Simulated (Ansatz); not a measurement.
## Geometry relaxation of Al4As4

The run: geometry relaxation of Al4As4. Method and program: RKS PBE0-D4/def2-SVP (Ansatz 0.2.0).

The geometry: GFN2-xTB start. Figures and captions count atoms from 1; the log counts them from 0 in places.

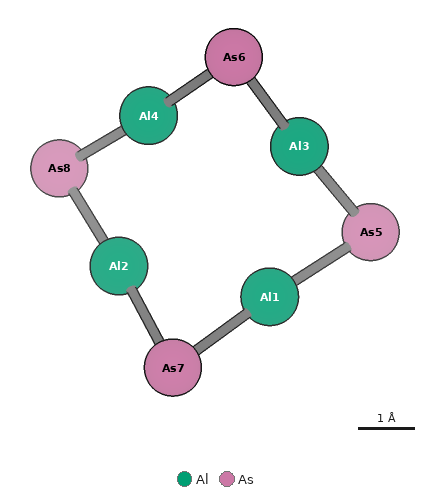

**Figure 1.** The structure as given in the input (ball-and-stick view, seen on its broad side; atoms are numbered from 1 in the order of the input). Sticks mark near contacts.

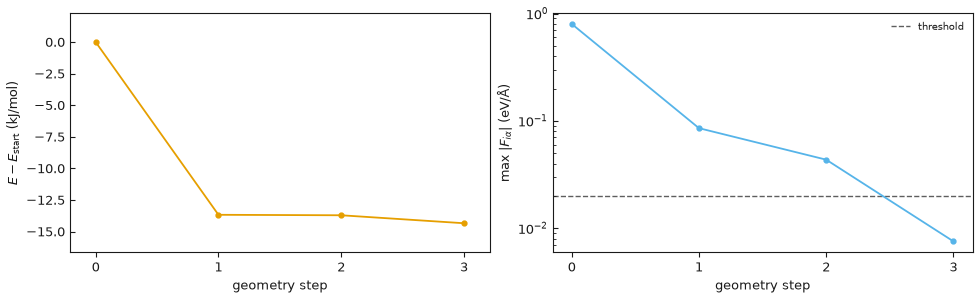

**Figure 2.** Progress of the relaxation, step by step (the first geometry is step 0 here and step 1 in the log).

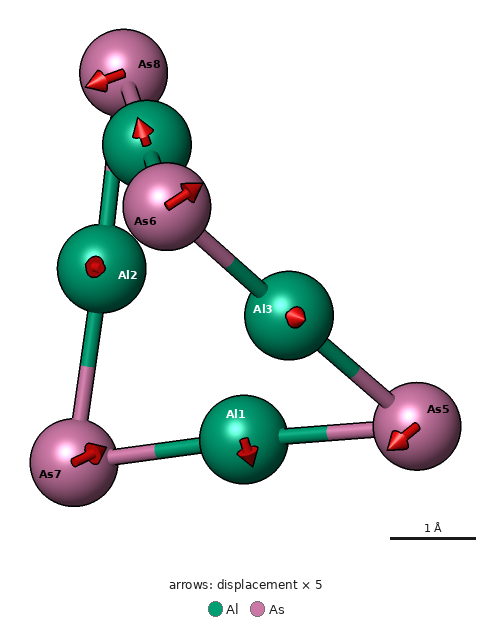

**Figure 3.** The starting structure with the displacements as red arrows, magnified 5 times (ball-and-stick view, seen at a tilt). The two geometries are laid on each other by the best rigid fit. The largest moves after the best rigid fit, 0.11 Å, are those of As5, As6, As7 and As8. By element the largest moves are As 0.11 Å, Al 0.08 Å. Among the contacts that change: Al1–As5 2.342 → 2.301 Å. Among the angles that change: Al1–As5–Al3 73.2° → 78.1°, As5–Al3–As6 177.0° → 179.9°. After 3 geometry steps the energy has fallen by 14.3 kJ/mol. Largest force component: 0.8 eV/Å at the start, 0.0075 eV/Å at the end. (Atoms are counted from 1 in the order of the input.)

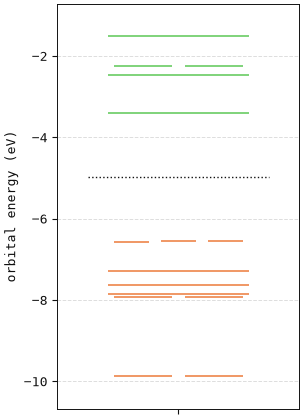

**Figure 4.** Orbital energies near the frontier; the dotted line parts filled from empty levels, and levels within 0.02 eV of each other stand side by side. Highest filled −6.55 eV, lowest empty −3.40 eV, 3.15 eV apart.

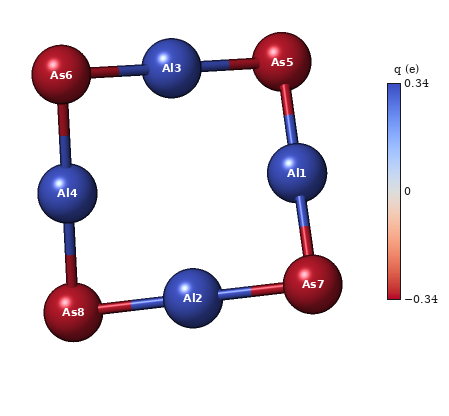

**Figure 5.** Mulliken charges, as the colour of each atom (ball-and-stick view, seen on its broad side; atoms are numbered from 1 in the order of the input; Mulliken charges depend strongly on the basis). By element: Al +0.33 and As −0.33 e.

The input and output of the run follow.

The input:
```yaml
crystal:
  periodic: [false, false, false]
  atoms:
    - {symbol: Al, position_ang: [-0.906690, -0.952100, -1.471570]}
    - {symbol: Al, position_ang: [-0.721930, -1.307840, 1.292950]}
    - {symbol: Al, position_ang: [0.722390, 1.308320, -1.292170]}
    - {symbol: Al, position_ang: [0.906700, 0.953660, 1.471560]}
    - {symbol: As, position_ang: [-1.122570, 1.025600, -2.707430]}
    - {symbol: As, position_ang: [2.614020, 1.670560, 0.039710]}
    - {symbol: As, position_ang: [-0.751090, -2.992840, -0.333250]}
    - {symbol: As, position_ang: [-0.740830, 0.294630, 3.000200]}
basis:
  gaussian: {orbitals: def2-SVP}
hamiltonian: {xc: pbe0, dispersion: d4}
scf: {lower_state_search: "off"}
output: {orbitals: {seedname: orbitals}}
relax: {f_tol: 0.02, max_steps: 100}
```

Launch command:
```bash
ansatz run in.yaml --threads 4 --pin off --events-out ev --progress --plain --max-ram 4787MiB
```

What the program printed:
```
Functional definition: PBE0
  name "PBE0"
  cite "Adamo & Barone, J. Chem. Phys. 110, 6158 (1999) doi:10.1063/1.478522"
  cite "Perdew, Burke & Ernzerhof, Phys. Rev. Lett. 77, 3865 (1996) doi:10.1103/PhysRevLett.77.3865"
  parent pbe
  parameter a = 0.25
  parameter kappa = 0.804
  parameter beta = 0.06672455060314922
  exchange = (1 - a)*pbe_x(kappa = kappa, mu = beta*pi^2/3) + a*exact_x
  correlation = pbe_c(beta = beta)
these checks for a lower state are left out or cut short: stability, starts, cluster_reference, orbital_swaps, neighbouring_geometries, increment
2008 factors; integrals over basis functions are off by at most 1.8e-4 eV
mean field evaluation 1: about -269676.0606 eV, gradient 2.2e1 eV
mean field evaluation 2: about -269674.3010 eV, gradient 3.1e1 eV
mean field evaluation 4: about -269677.9223 eV, gradient 1.4e0 eV
mean field evaluation 8: about -269677.9310 eV, gradient 5.4e-2 eV
mean field evaluation 16: about -269677.9310 eV, gradient 6.8e-5 eV
mean field -269677.93103100 eV, -9910.4811711222 hartree, gradient 8.2e-6 eV, S^2 0.000000; 0 other end points of the search recorded, 0 dependent functions left out
the calculation of the forces begins
reference -269677.93106030 eV, -9910.4811721991 hartree; 92, 92 occupied and 108, 108 virtual orbitals, 2008 factors
relax step   1: F+E_penalty+E_count = -269678.44559561 eV  Δ(F+E_penalty+E_count) = +0.000e0 eV  max|allowed force component| = 7.993e-1 eV/Å  Δτ_max = 0.0000 Å  (16 SCF iters, accepted)
these checks for a lower state are left out or cut short: stability, starts, cluster_reference, orbital_swaps, neighbouring_geometries, increment
2008 factors; integrals over basis functions are off by at most 1.7e-4 eV
mean field -269678.07529423 eV, -9910.4864726981 hartree, gradient 2.8e-6 eV, S^2 0.000000; 0 other end points of the search recorded, 0 dependent functions left out
the calculation of the forces begins
reference -269678.07532349 eV, -9910.4864737735 hartree; 92, 92 occupied and 108, 108 virtual orbitals, 2008 factors
relax step   2: F+E_penalty+E_count = -269678.58727863 eV  Δ(F+E_penalty+E_count) = -1.417e-1 eV  max|allowed force component| = 8.541e-2 eV/Å  Δτ_max = 0.0879 Å  (20 SCF iters, accepted)
these checks for a lower state are left out or cut short: stability, starts, cluster_reference, orbital_swaps, neighbouring_geometries, increment
2008 factors; integrals over basis functions are off by at most 1.7e-4 eV
mean field evaluation 32: about -269678.0804 eV, gradient 3.7e-3 eV
mean field -269678.08036132 eV, -9910.4866589102 hartree, gradient 1.9e-6 eV, S^2 0.000000; 0 other end points of the search recorded, 0 dependent functions left out
the calculation of the forces begins
reference -269678.08039057 eV, -9910.4866599854 hartree; 92, 92 occupied and 108, 108 virtual orbitals, 2008 factors
relax step   3: F+E_penalty+E_count = -269678.58766460 eV  Δ(F+E_penalty+E_count) = -3.860e-4 eV  max|allowed force component| = 4.344e-2 eV/Å  Δτ_max = 0.1659 Å  (20 SCF iters, accepted)
these checks for a lower state are left out or cut short: stability, starts, cluster_reference, orbital_swaps, neighbouring_geometries, increment
2008 factors; integrals over basis functions are off by at most 1.7e-4 eV
mean field -269678.08220206 eV, -9910.4867265564 hartree, gradient 2.4e-6 eV, S^2 0.000000; 0 other end points of the search recorded, 0 dependent functions left out
the calculation of the forces begins
reference -269678.08223122 eV, -9910.4867276277 hartree; 92, 92 occupied and 108, 108 virtual orbitals, 2008 factors
relax step   4: F+E_penalty+E_count = -269678.59419991 eV  Δ(F+E_penalty+E_count) = -6.535e-3 eV  max|allowed force component| = 7.530e-3 eV/Å  Δτ_max = 0.1013 Å  (20 SCF iters, accepted)
Total energy: -269678.59422906 eV, -9910.5055432015 hartree
Atom 0 at    -0.941946    -0.989218    -1.528020 Å, force    -0.004675    -0.004984    -0.007470 eV/Å
Atom 1 at    -0.750040    -1.356512     1.340562 Å, force    -0.003807    -0.006860     0.006605 eV/Å
Atom 2 at     0.750061     1.356493    -1.340552 Å, force     0.003835     0.006833    -0.006667 eV/Å
Atom 3 at     0.941953     0.989201     1.528007 Å, force     0.004740     0.004971     0.007530 eV/Å
Atom 4 at    -1.036461     0.966223    -2.737836 Å, force     0.001477    -0.001103     0.000350 eV/Å
Atom 5 at     2.537913     1.749230     0.054351 Å, force    -0.001959     0.000446     0.000221 eV/Å
Atom 6 at    -0.848952    -2.946222    -0.320596 Å, force    -0.001064     0.001623     0.000262 eV/Å
Atom 7 at    -0.652529     0.230795     3.004085 Å, force     0.001451    -0.000927    -0.000831 eV/Å
Dipole moment:     0.000005    -0.000008     0.000001 e Å
Checks for a lower state left out: stability, starts, cluster_reference, orbital_swaps, neighbouring_geometries, increment
```

Trajectory as extended XYZ (Å, eV, eV/Å), 4 frames, from step=1 to step=4:
```
8
Properties=species:S:1:pos:R:3:forces:R:3 step=1 energy=-269678.44560
Al   -0.9067   -0.9521   -1.4716   -0.2160  -0.2262  -0.3465
Al   -0.7219   -1.3078    1.2930   -0.1717  -0.3102   0.2991
Al    0.7224    1.3083   -1.2922    0.1649   0.3064  -0.3103
Al    0.9067    0.9537    1.4716    0.2052   0.2187   0.3561
As   -1.1226    1.0256   -2.7074    0.4428  -0.3599   0.5786
As    2.6140    1.6706    0.0397   -0.7595  -0.2328   0.0145
As   -0.7511   -2.9928   -0.3332   -0.0191   0.7993   0.1050
As   -0.7408    0.2946    3.0002    0.3534  -0.1953  -0.6965
8
Properties=species:S:1:pos:R:3:forces:R:3 step=2 energy=-269678.58728
Al   -0.9474   -0.9948   -1.5367    0.0346   0.0370   0.0552
Al   -0.7545   -1.3660    1.3499    0.0272   0.0508  -0.0496
Al    0.7548    1.3664   -1.3497   -0.0267  -0.0512   0.0495
Al    0.9469    0.9957    1.5370   -0.0339  -0.0373  -0.0555
As   -1.0788    0.9939   -2.7001    0.0611  -0.0477   0.0351
As    2.5643    1.6909    0.0451   -0.0854   0.0070   0.0064
As   -0.7859   -2.9524   -0.3256   -0.0329   0.0773   0.0121
As   -0.6994    0.2662    2.9802    0.0560  -0.0358  -0.0533
8
Properties=species:S:1:pos:R:3:forces:R:3 step=3 energy=-269678.58766
Al   -0.9442   -0.9917   -1.5317   -0.0147  -0.0151  -0.0240
Al   -0.7519   -1.3598    1.3437   -0.0117  -0.0211   0.0212
Al    0.7519    1.3597   -1.3438    0.0116   0.0213  -0.0209
Al    0.9443    0.9916    1.5317    0.0144   0.0153   0.0238
As   -0.9725    0.9254   -2.8046   -0.0089   0.0025   0.0434
As    2.5033    1.8434    0.0687   -0.0127  -0.0423  -0.0044
As   -0.9500   -2.9442   -0.3136    0.0362   0.0258   0.0007
As   -0.5810    0.1756    3.0495   -0.0142   0.0136  -0.0398
8
Properties=species:S:1:pos:R:3:forces:R:3 step=4 energy=-269678.59420
Al   -0.9419   -0.9892   -1.5280   -0.0047  -0.0050  -0.0075
Al   -0.7500   -1.3565    1.3406   -0.0038  -0.0069   0.0066
Al    0.7501    1.3565   -1.3406    0.0038   0.0068  -0.0067
Al    0.9420    0.9892    1.5280    0.0047   0.0050   0.0075
As   -1.0365    0.9662   -2.7378    0.0015  -0.0011   0.0003
As    2.5379    1.7492    0.0544   -0.0020   0.0004   0.0002
As   -0.8490   -2.9462   -0.3206   -0.0011   0.0016   0.0003
As   -0.6525    0.2308    3.0041    0.0015  -0.0009  -0.0008
```

Key numbers:

| quantity | value |
| --- | --- |
| outcome | converged |
| total energy | −269678.5942 eV |
| mean-field energy | −269678.0822 eV |
| dispersion energy | −0.5120 eV |
| HOMO | −6.55 eV |
| LUMO | −3.40 eV |
| largest force (length of the vector) at the end | 0.010 eV/Å |
| dipole moment | 0.00 D |
| hardware | 4 threads of Arm Neoverse V2, 23 GiB of memory available, shared host |
| wall time | 30 s (CPU time 1.9 min) |
| peak memory | 0.88 GiB |
